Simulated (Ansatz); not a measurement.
System: SiH4.

```xyz
5

Si    0.2413    0.0000    0.1708
H     0.2415    0.0000    1.6422
H     1.6287    0.0000   -0.3194
H    -0.4524    1.2015   -0.3198
H    -0.4524   -1.2015   -0.3198
```

Level of theory: RKS BHLYP-D4/def2-TZVP (Ansatz 0.2.0).

**What can the converged electron density and electron localisation function tell about the bonding?**

Si–H (1.47 Å): ρ at the midpoint is about 0.83 e/Å³; the ELF climbs to about 1 towards the hydrogen, as it does in any bond to H.

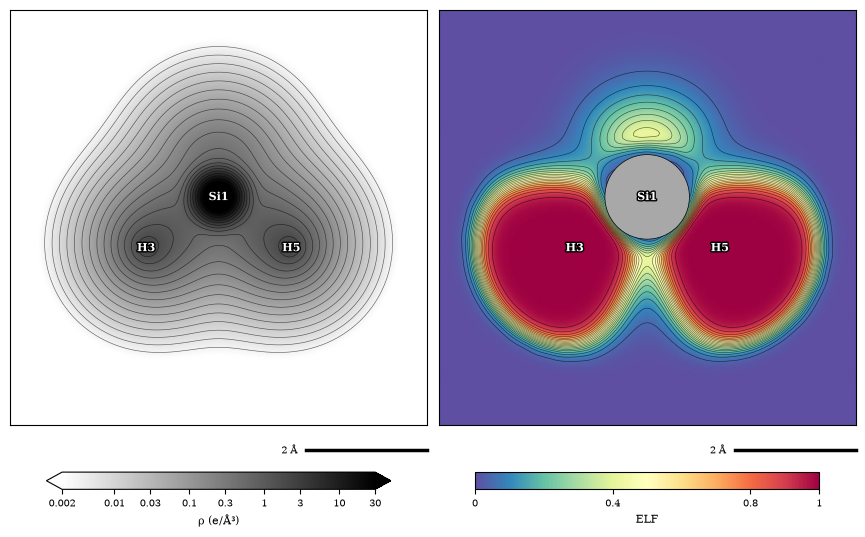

Computed electron density and electron localisation function on the plane of atoms H3, Si1 and H5, in this order. Grey discs cover the atomic cores in the ELF map. 
